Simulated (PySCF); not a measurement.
## Electronic structure of C4H7N3Si in real space

```xyz
15

C    -2.6314    0.1635   -1.1569
C    -1.4947    0.7900   -1.4515
N    -0.2318    0.3746   -1.0012
N    -0.0410   -0.6873   -0.2396
C     1.2679   -0.7142   -0.0558
C     1.8551    0.3785   -0.7423
Si    3.6365    0.9440   -0.8743
N     0.8583    1.0436   -1.3296
H    -2.6360   -0.7287   -0.5283
H    -3.5742    0.5463   -1.5485
H    -1.4222    1.6856   -2.0697
H     1.7360   -1.4942    0.5420
H     4.5253   -0.2561   -0.8471
H     3.8274    1.6943   -2.1469
H     3.9959    1.8221    0.2798
```

Geometry: PBE0-D3(BJ)/def2-SVP.

Method: PBE0/pcSseg-1, SCF density, gas phase, non-relativistic in PySCF.

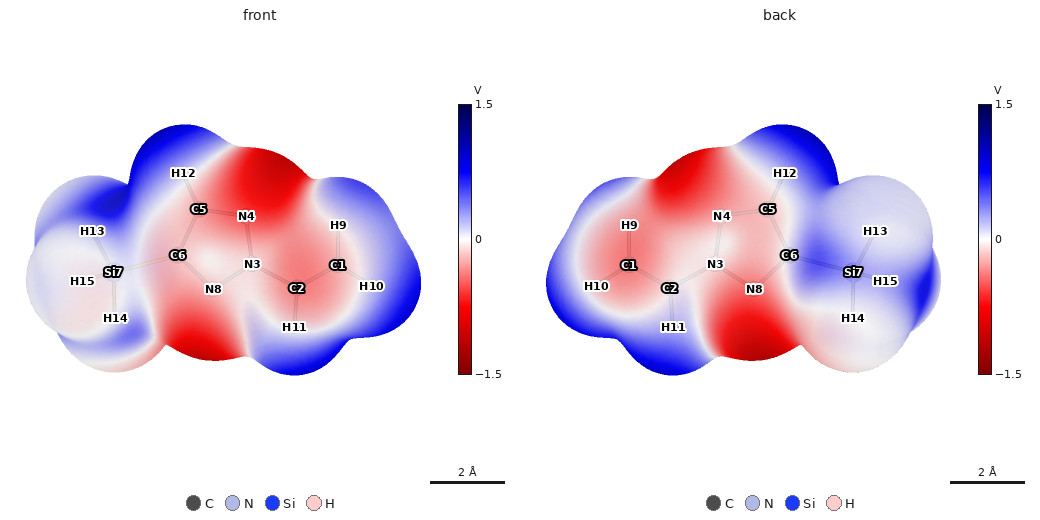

Figure 1. The electrostatic potential painted on the density surface at 0.001 e/bohr³, seen from the front and from behind; red is negative and blue positive.

> Which sites attract a positive test charge, and which a negative one?

A positive charge is drawn to the negative regions and a negative charge to the positive ones. The most negative region (about −1.1 V) lies over N4 and N8, the most positive (about +1.0 V) over Si7 and H12.

> What dipole moment does the calculation give?

Its dipole moment is 0.33 D.

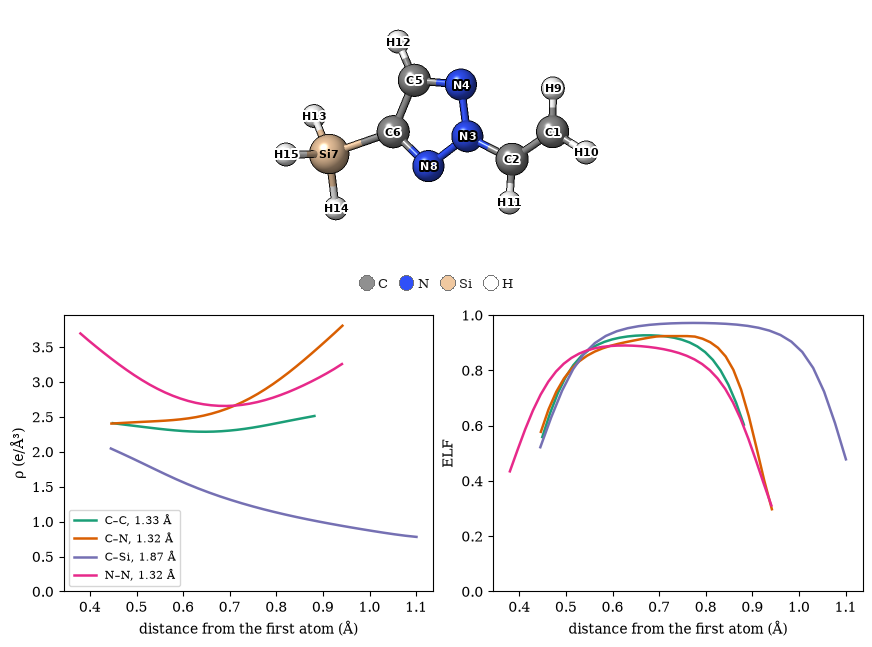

Figure 2. Total electron density and electron localisation function along straight lines between neighbouring atoms. The curves leave out the atomic cores. The structure is drawn too.

> What kind of bonding do the profiles show?

C–C (1.33 Å): the density is about 2.3 e/Å³ at the midpoint; the ELF peaks at about 0.95 between the atoms (a short, multiple covalent bond).
C–N (1.32 Å): ρ at the midpoint is about 2.5 e/Å³; the ELF peaks at about 0.90 between the atoms, as expected for a covalent bond.
C–Si (1.87 Å): ρ at the midpoint is about 0.94 e/Å³; the ELF peaks at about 1 between the atoms; a covalent bond.
N–N (1.32 Å): ρ at the midpoint is about 2.7 e/Å³; the ELF peaks at about 0.90 between the atoms; a covalent bond.
